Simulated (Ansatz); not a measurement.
**Geometry relaxation of Al16O25 (part 4 of 4)**

Al16O25 (defect cell, 41 atoms in the cell); DFT PBE-D3(BJ), scalar-relativistic, plane waves, PAW, PAW set soft_1, spin-polarised (Ansatz 0.2.0); cutoff 420 eV, 2×2×2 k-mesh, Gaussian smearing of 0.05 eV, collinear spins. The structure derives from an entry of the Crystallography Open Database. It belongs to a series of runs on one base structure; here: end point B relaxed.

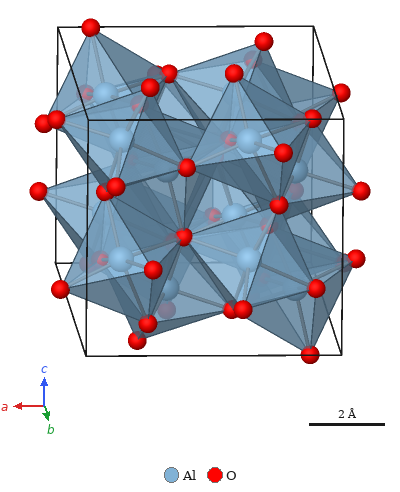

Figure 1. The geometry at step 11 of the log (polyhedral view of the cell of the calculation, seen at an oblique angle; polyhedra are completed across the faces of the cell).

Trajectory as extended XYZ, continued:
```
41
Lattice="-4.7540 -2.7447 4.3273 4.7540 -2.7447 4.3273 0.0000 5.4894 4.3273" Properties=species:S:1:pos:R:3:forces:R:3 step=8 energy=-22848.71054
Al    0.0379   -0.0376    4.5321    0.0423  -0.0473  -0.1730
Al   -0.0181   -0.0278    1.8758    0.0858   0.1123  -0.2393
Al   -0.0072    0.0112    8.4053    0.0692   0.1150  -0.1749
Al    0.0030    0.0363   11.0272   -0.1094   0.0920  -0.0587
O     0.9339    1.4074    7.6003    0.3319  -0.0581   0.3157
O    -1.7146    0.0576    7.6418   -0.0711   0.0356  -0.0187
O     0.7556   -1.4487    7.5406   -0.0344  -0.1401   0.0093
O    -0.9292   -1.3698    5.3616   -0.0413  -0.0363  -0.0827
O     1.6912   -0.1081    5.3443    0.0287  -0.0489  -0.0658
O    -0.4596    1.1642    5.9385    0.0598   0.0039  -0.4633
Al    0.0063   -2.7338    8.8686    0.0333   0.0309  -0.0436
Al    0.0083   -2.7314    6.2168   -0.0644   0.0860   0.0157
Al   -0.0031    2.7956    3.9693   -0.1201  -0.1446  -0.2468
Al    0.0231    2.7985    6.7818    0.1531  -0.4689  -0.0076
O    -3.8340    1.4026    7.5264    0.0001   0.0583   0.0464
O     3.1132    0.2149    7.4119   -0.0471  -0.4435   0.0895
O     0.7256    1.2442    3.2334   -0.3249   0.0212   0.0260
O     3.8571   -1.3773    5.3715   -0.0626  -0.0856  -0.0248
O    -3.1309   -0.1381    5.4206    0.1253   0.1386  -0.1448
O    -0.7011   -1.2355    9.6924   -0.0909  -0.0705   0.0937
Al   -2.3828    1.3676    8.8725    0.0595  -0.0853   0.1279
Al   -2.4133    1.3763    6.2302   -0.3227  -0.0168   0.1485
Al    2.4051   -1.3573    4.0522    0.0891   0.0659   0.0632
Al    2.3919   -1.3727    6.6771   -0.0661   0.1879  -0.1136
O    -1.4386   -2.7274    7.5412    0.0012  -0.0438  -0.0391
O     0.7507   -1.2444    3.2207   -0.0532   0.1648  -0.0488
O     3.1167    2.6745    7.5366    0.0098  -0.1379  -0.0099
O     1.4152    2.7473    5.3828   -0.0016   0.0261  -0.0400
O    -0.7404    1.2849    9.7147   -0.0462  -0.0088   0.0600
O    -3.1163   -2.6513    5.3844   -0.0296   0.0599  -0.0074
Al    2.3849    1.3925    8.8714   -0.2930  -0.1172  -0.2928
Al    2.3866    1.4112    6.1743   -0.1355  -0.2504   0.1718
Al   -2.3861   -1.3802    4.0466   -0.0988  -0.0926   0.0788
Al   -2.3905   -1.3829    6.7214    0.0661   0.0554  -0.0910
O    -1.5089   -0.1504    3.0295    0.3175   0.4176   0.3263
O     0.7198   -3.9823    7.5542    0.0256  -0.0440  -0.0316
O    -1.6559    2.6201    7.5522   -0.0260   0.0695  -0.0926
O     1.4396    0.0518    9.7372   -0.0134  -0.0839   0.0454
O    -0.7146    3.9136    5.3435   -0.0405   0.4184   0.2076
O     1.6323   -2.6058    5.3454    0.0631  -0.0217   0.0772
O    -1.2519    1.5125    4.6989    0.5315   0.2869   0.6080
41
Lattice="-4.7540 -2.7447 4.3273 4.7540 -2.7447 4.3273 0.0000 5.4894 4.3273" Properties=species:S:1:pos:R:3:forces:R:3 step=9 energy=-22848.84235
Al    0.0491   -0.0419    4.5142   -0.1855   0.0299  -0.1174
Al   -0.0171   -0.0130    1.8620   -0.0132  -0.1063  -0.1341
Al   -0.0095    0.0092    8.4032   -0.0544  -0.0751  -0.0434
Al   -0.0119    0.0380   11.0240   -0.0646   0.0712  -0.0491
O     0.9611    1.3901    7.6284   -0.0902   0.1429  -0.0078
O    -1.7241    0.0627    7.6398   -0.0250  -0.0119  -0.0646
O     0.7463   -1.4574    7.5341   -0.0396   0.0521   0.0272
O    -0.9318   -1.3725    5.3475    0.0314   0.0192  -0.0089
O     1.6966   -0.1230    5.3307   -0.0454   0.0570   0.0025
O    -0.4219    1.1536    5.9486    0.5281  -0.3425   0.1898
Al    0.0053   -2.7343    8.8582    0.0336   0.0418  -0.0102
Al    0.0001   -2.7285    6.2115    0.0245   0.0322   0.0224
Al   -0.0089    2.8071    3.9596   -0.1763  -0.1171  -0.0056
Al    0.0440    2.7787    6.7885    0.0409  -0.1423  -0.0429
O    -3.8435    1.4127    7.5267    0.0536  -0.0768   0.1126
O     3.0933    0.1833    7.4126    0.2964  -0.3499   0.3812
O     0.7052    1.2532    3.2176    0.0217   0.0844   0.0489
O     3.8551   -1.3792    5.3589   -0.0521   0.0371  -0.0889
O    -3.1214   -0.1208    5.4026    0.0634   0.0196  -0.0332
O    -0.7143   -1.2498    9.6974    0.0021   0.0189  -0.0376
Al   -2.3859    1.3651    8.8804   -0.0280  -0.0814   0.1077
Al   -2.4240    1.3835    6.2413   -0.2734   0.0430   0.0707
Al    2.4103   -1.3607    4.0483    0.1061  -0.0904  -0.0267
Al    2.3859   -1.3719    6.6717   -0.0323  -0.1199  -0.0736
O    -1.4413   -2.7296    7.5299   -0.0961   0.0367  -0.0562
O     0.7592   -1.2389    3.2084   -0.0066  -0.0285  -0.0030
O     3.1123    2.6543    7.5361   -0.0009   0.0225   0.0036
O     1.4157    2.7344    5.3840   -0.0160   0.0832  -0.0316
O    -0.7509    1.2821    9.7194   -0.0076  -0.0208  -0.0368
O    -3.1214   -2.6408    5.3718    0.0747   0.0507   0.0348
Al    2.3706    1.3813    8.8665    0.0800  -0.0389   0.1216
Al    2.3780    1.3788    6.1842   -0.0300   0.1195  -0.0445
Al   -2.3797   -1.3758    4.0410   -0.1082   0.0065  -0.0918
Al   -2.3966   -1.3751    6.7076    0.0683  -0.0161   0.0316
O    -1.4793   -0.1107    3.0593   -0.0015   0.2090   0.4578
O     0.7189   -3.9816    7.5446    0.1105  -0.0290   0.0496
O    -1.6541    2.6181    7.5483    0.0971   0.0718  -0.1375
O     1.4243    0.0458    9.7452    0.0067  -0.0865  -0.0714
O    -0.7186    3.9410    5.3561   -0.0364   0.2189  -0.0264
O     1.6318   -2.6121    5.3476    0.0634   0.0258   0.1396
O    -1.2059    1.5662    4.7894   -0.3189   0.2395  -0.5584
41
Lattice="-4.7540 -2.7447 4.3273 4.7540 -2.7447 4.3273 0.0000 5.4894 4.3273" Properties=species:S:1:pos:R:3:forces:R:3 step=10 energy=-22848.90856
Al    0.0398   -0.0439    4.5002    0.0991  -0.1287  -0.0247
Al   -0.0122   -0.0138    1.8555   -0.0064   0.0011   0.0464
Al   -0.0198    0.0071    8.3956    0.0212   0.0537  -0.0502
Al   -0.0221    0.0407   11.0205    0.0105  -0.0057  -0.0125
O     0.9662    1.3993    7.6370   -0.0199  -0.0302   0.0571
O    -1.7261    0.0711    7.6255   -0.0031   0.0178  -0.0299
O     0.7372   -1.4541    7.5346    0.0269  -0.0179  -0.0014
O    -0.9263   -1.3807    5.3440   -0.0661  -0.0412  -0.0223
O     1.7032   -0.1262    5.3273    0.0204  -0.0333   0.0396
O    -0.3649    1.1209    5.9240   -0.1092   0.0258  -0.1314
Al    0.0043   -2.7307    8.8556   -0.0068  -0.0094   0.0194
Al    0.0003   -2.7279    6.2129   -0.0469   0.0668  -0.0391
Al   -0.0185    2.8017    3.9667    0.0342  -0.0106  -0.0315
Al    0.0504    2.7602    6.7768   -0.0038   0.0877   0.0196
O    -3.8489    1.4109    7.5346   -0.0016   0.0300   0.0156
O     3.0988    0.1628    7.4325   -0.0367   0.0640  -0.0322
O     0.7105    1.2583    3.2229   -0.0341   0.0208  -0.0353
O     3.8553   -1.3786    5.3541    0.0514  -0.0487  -0.0105
O    -3.1219   -0.1201    5.3968    0.0023   0.0125  -0.0038
O    -0.7237   -1.2513    9.6953    0.0095   0.0326  -0.0054
Al   -2.3896    1.3613    8.8833   -0.0060   0.0035  -0.0259
Al   -2.4506    1.3875    6.2386   -0.0034  -0.0010   0.0081
Al    2.4157   -1.3671    4.0451   -0.0586   0.1032   0.0615
Al    2.3848   -1.3808    6.6723    0.0001   0.1034  -0.0074
O    -1.4465   -2.7300    7.5235    0.0398  -0.0379   0.0061
O     0.7603   -1.2478    3.2065   -0.0007  -0.0370  -0.0458
O     3.1102    2.6497    7.5350    0.0174   0.0067  -0.0080
O     1.4157    2.7428    5.3848    0.0358   0.0324  -0.0209
O    -0.7539    1.2832    9.7130   -0.0046  -0.0110   0.0094
O    -3.1124   -2.6357    5.3697   -0.0132  -0.0151  -0.0225
Al    2.3690    1.3791    8.8820    0.0419  -0.0757  -0.0081
Al    2.3770    1.3780    6.1877   -0.0576  -0.1123   0.0073
Al   -2.3833   -1.3818    4.0324    0.0897   0.0238   0.0568
Al   -2.3928   -1.3741    6.7030    0.0229   0.0150   0.0034
O    -1.4645   -0.0834    3.1104    0.0157  -0.0137   0.0186
O     0.7224   -3.9828    7.5429    0.0047  -0.0253  -0.0241
O    -1.6493    2.6193    7.5200   -0.0190  -0.0225  -0.0221
O     1.4047    0.0397    9.7400    0.0231   0.0335  -0.0399
O    -0.7219    3.9664    5.3593    0.0091   0.0812  -0.0066
O     1.6465   -2.6143    5.3727   -0.0076  -0.0898  -0.0063
O    -1.2221    1.6069    4.8125   -0.0704  -0.0483   0.2987
41
Lattice="-4.7540 -2.7447 4.3273 4.7540 -2.7447 4.3273 0.0000 5.4894 4.3273" Properties=species:S:1:pos:R:3:forces:R:3 step=11 energy=-22848.91541
Al    0.0540   -0.0642    4.5002   -0.0787   0.0623   0.0389
Al   -0.0098   -0.0111    1.8648   -0.0136  -0.0039  -0.1415
Al   -0.0212    0.0126    8.3865    0.0400  -0.0119   0.0749
Al   -0.0256    0.0438   11.0161   -0.0285   0.0347   0.0116
O     0.9630    1.3993    7.6341    0.0440   0.0148  -0.0132
O    -1.7262    0.0787    7.6143   -0.0060  -0.0282  -0.0245
O     0.7391   -1.4551    7.5324   -0.0047   0.0369  -0.0232
O    -0.9297   -1.3897    5.3400    0.0215   0.0472   0.0032
O     1.7089   -0.1398    5.3323   -0.0244   0.0463  -0.0122
O    -0.3516    1.1155    5.9008    0.0901  -0.0726  -0.0127
Al    0.0055   -2.7327    8.8555    0.0225   0.0053  -0.0318
Al   -0.0018   -2.7262    6.2083    0.1114  -0.1180   0.0611
Al   -0.0198    2.7991    3.9671   -0.0414   0.0184   0.0955
Al    0.0492    2.7649    6.7733   -0.0187  -0.1362  -0.0839
O    -3.8542    1.4142    7.5344    0.0053  -0.0511   0.0312
O     3.0967    0.1693    7.4363    0.0004  -0.0267  -0.0742
O     0.7052    1.2566    3.2259    0.0241  -0.0010   0.0558
O     3.8616   -1.3823    5.3560   -0.0455   0.0453   0.0381
O    -3.1264   -0.1207    5.3987    0.0466  -0.0319   0.0423
O    -0.7268   -1.2487    9.6913   -0.0461  -0.0453  -0.0277
Al   -2.3909    1.3630    8.8789   -0.0106   0.0336   0.0743
Al   -2.4649    1.3889    6.2451   -0.0670   0.0681  -0.0874
Al    2.4168   -1.3646    4.0523    0.1224  -0.1965  -0.0622
Al    2.3894   -1.3755    6.6762   -0.0056  -0.1411   0.0418
O    -1.4427   -2.7322    7.5256   -0.0653   0.0545  -0.0014
O     0.7654   -1.2525    3.2041    0.0035   0.0549   0.0487
O     3.1106    2.6531    7.5349   -0.0332  -0.0125  -0.0173
O     1.4189    2.7440    5.3800    0.0019  -0.0138  -0.0252
O    -0.7572    1.2837    9.7112   -0.0302   0.0305  -0.0369
O    -3.1133   -2.6364    5.3695    0.0262   0.0222   0.0478
Al    2.3744    1.3716    8.8762   -0.0288   0.0730   0.0547
Al    2.3697    1.3681    6.1839    0.0737   0.1906   0.0694
Al   -2.3743   -1.3783    4.0394   -0.1651  -0.0287  -0.0777
Al   -2.3920   -1.3727    6.7058   -0.0242  -0.0423  -0.0399
O    -1.4577   -0.0774    3.1218    0.0447   0.0132   0.0729
O     0.7266   -3.9847    7.5420    0.0116   0.0261   0.0079
O    -1.6515    2.6190    7.5149    0.0490  -0.0041  -0.0073
O     1.3981    0.0436    9.7355   -0.0161  -0.0155  -0.0204
O    -0.7182    3.9778    5.3602    0.0376  -0.0092   0.0260
O     1.6494   -2.6254    5.3736   -0.0073   0.0855   0.0247
O    -1.2457    1.6251    4.8481   -0.0156   0.0272  -0.1004
41
Lattice="-4.7540 -2.7447 4.3273 4.7540 -2.7447 4.3273 0.0000 5.4894 4.3273" Properties=species:S:1:pos:R:3:forces:R:3 step=12 energy=-22848.92085
Al    0.0533   -0.0655    4.5021    0.0478  -0.0448  -0.0254
Al   -0.0099   -0.0106    1.8593    0.0196  -0.0029   0.0529
Al   -0.0213    0.0145    8.3874   -0.0238  -0.0046  -0.0269
Al   -0.0272    0.0422   11.0152   -0.0137   0.0076  -0.0067
O     0.9675    1.4016    7.6345    0.0015   0.0042   0.0265
O    -1.7254    0.0789    7.6112   -0.0001   0.0120  -0.0110
O     0.7385   -1.4531    7.5339    0.0112  -0.0246   0.0047
O    -0.9288   -1.3910    5.3429   -0.0119  -0.0121  -0.0223
O     1.7108   -0.1354    5.3328    0.0212  -0.0248   0.0159
O    -0.3424    1.1099    5.8956   -0.0296   0.0242  -0.0217
Al    0.0026   -2.7304    8.8539   -0.0055   0.0050   0.0379
Al    0.0017   -2.7298    6.2139   -0.0383   0.0379  -0.0406
Al   -0.0217    2.7991    3.9743    0.0133  -0.0208  -0.0582
Al    0.0502    2.7578    6.7666    0.0121   0.0249   0.0576
O    -3.8549    1.4127    7.5352   -0.0195   0.0235   0.0018
O     3.0999    0.1676    7.4330    0.0009   0.0190   0.0380
O     0.7069    1.2566    3.2306   -0.0199   0.0102  -0.0145
O     3.8594   -1.3807    5.3576    0.0241  -0.0216  -0.0174
O    -3.1276   -0.1230    5.3989   -0.0187  -0.0003  -0.0266
O    -0.7292   -1.2484    9.6877    0.0163   0.0232   0.0279
Al   -2.3903    1.3658    8.8791   -0.0031  -0.0426  -0.0215
Al   -2.4714    1.3912    6.2371   -0.0145  -0.0386   0.0505
Al    2.4197   -1.3710    4.0504   -0.0214   0.0755   0.0323
Al    2.3902   -1.3804    6.6822   -0.0016   0.0601  -0.0446
O    -1.4464   -2.7310    7.5256    0.0336  -0.0333   0.0083
O     0.7662   -1.2541    3.2052   -0.0161  -0.0298  -0.0252
O     3.1098    2.6517    7.5319    0.0149  -0.0029   0.0251
O     1.4205    2.7463    5.3790   -0.0051   0.0168   0.0035
O    -0.7583    1.2861    9.7091    0.0230  -0.0042   0.0191
O    -3.1122   -2.6349    5.3708   -0.0122  -0.0099  -0.0316
Al    2.3710    1.3775    8.8822    0.0146  -0.0326  -0.0274
Al    2.3753    1.3769    6.1891   -0.0298  -0.0635  -0.0402
Al   -2.3812   -1.3835    4.0336    0.0494   0.0322   0.0464
Al   -2.3938   -1.3742    6.7034    0.0215   0.0235   0.0206
O    -1.4540   -0.0785    3.1290   -0.0306   0.0009  -0.0192
O     0.7243   -3.9839    7.5404   -0.0029  -0.0201  -0.0102
O    -1.6499    2.6159    7.5106   -0.0119   0.0266  -0.0157
O     1.3937    0.0445    9.7330    0.0226   0.0186   0.0123
O    -0.7182    3.9779    5.3609   -0.0163   0.0145   0.0015
O     1.6511   -2.6197    5.3785    0.0097  -0.0509  -0.0024
O    -1.2473    1.6259    4.8497   -0.0105   0.0248   0.0258
41
Lattice="-4.7540 -2.7447 4.3273 4.7540 -2.7447 4.3273 0.0000 5.4894 4.3273" Properties=species:S:1:pos:R:3:forces:R:3 step=13 energy=-22848.92261
Al    0.0576   -0.0704    4.5011   -0.0095   0.0041  -0.0084
Al   -0.0087   -0.0114    1.8615    0.0037  -0.0022   0.0005
Al   -0.0214    0.0140    8.3863   -0.0018   0.0003   0.0043
Al   -0.0287    0.0446   11.0155   -0.0049  -0.0027  -0.0009
O     0.9664    1.4009    7.6341    0.0014   0.0008   0.0023
O    -1.7251    0.0807    7.6088    0.0038  -0.0016   0.0002
O     0.7395   -1.4540    7.5338   -0.0022  -0.0010  -0.0025
O    -0.9289   -1.3927    5.3410    0.0056   0.0016   0.0023
O     1.7127   -0.1384    5.3336   -0.0013  -0.0021   0.0015
O    -0.3425    1.1094    5.8871   -0.0034  -0.0029   0.0011
Al    0.0034   -2.7306    8.8557   -0.0008   0.0016  -0.0020
Al    0.0017   -2.7292    6.2121    0.0012  -0.0032  -0.0009
Al   -0.0226    2.7980    3.9723   -0.0063  -0.0004   0.0054
Al    0.0493    2.7565    6.7684   -0.0044   0.0054  -0.0064
O    -3.8570    1.4137    7.5356   -0.0017  -0.0004   0.0016
O     3.0989    0.1699    7.4337   -0.0049  -0.0016  -0.0078
O     0.7062    1.2559    3.2307    0.0030   0.0017   0.0014
O     3.8617   -1.3815    5.3579   -0.0032  -0.0016   0.0007
O    -3.1283   -0.1234    5.3991    0.0042   0.0011   0.0005
O    -0.7289   -1.2475    9.6890   -0.0016   0.0012  -0.0044
Al   -2.3911    1.3646    8.8789   -0.0010   0.0020  -0.0018
Al   -2.4754    1.3914    6.2397    0.0032   0.0015   0.0004
Al    2.4214   -1.3703    4.0520    0.0023  -0.0014  -0.0036
Al    2.3913   -1.3790    6.6807    0.0033   0.0046   0.0055
O    -1.4447   -2.7316    7.5268    0.0015   0.0017  -0.0021
O     0.7671   -1.2561    3.2049    0.0000  -0.0021  -0.0018
O     3.1100    2.6518    7.5336    0.0010   0.0034   0.0015
O     1.4204    2.7461    5.3784    0.0029  -0.0004   0.0011
O    -0.7584    1.2863    9.7093   -0.0034  -0.0005  -0.0013
O    -3.1119   -2.6352    5.3702   -0.0016  -0.0023  -0.0006
Al    2.3724    1.3755    8.8805    0.0075  -0.0069   0.0012
Al    2.3734    1.3750    6.1869    0.0016   0.0023   0.0030
Al   -2.3796   -1.3811    4.0355   -0.0002  -0.0006   0.0033
Al   -2.3923   -1.3740    6.7041   -0.0023  -0.0030   0.0001
O    -1.4537   -0.0763    3.1305    0.0014  -0.0012   0.0029
O     0.7249   -3.9842    7.5407    0.0006   0.0026   0.0019
O    -1.6510    2.6174    7.5095   -0.0003  -0.0037   0.0014
O     1.3926    0.0461    9.7340   -0.0028   0.0016  -0.0020
O    -0.7179    3.9799    5.3617    0.0029   0.0006   0.0006
O     1.6523   -2.6225    5.3786   -0.0003   0.0010  -0.0002
O    -1.2538    1.6333    4.8534    0.0070   0.0028   0.0017
```

Summary:

```tsv
quantity	value
outcome	converged
electrons treated	198
free energy	−22848.9226 eV
Fermi energy	11.035 eV
net moment of the cell	0.00 μB
integrated absolute moment	0.00 μB
final volume	338.79 Å³
largest force (length of the vector) at the end	0.013 eV/Å
wall time	2.2 min (CPU time 8.2 min)
peak memory	1.6 GiB
```

The electronic state found may not be the lowest one. Notes on the run: a screening estimate came out negative during mixing; some starting moments were not kept.
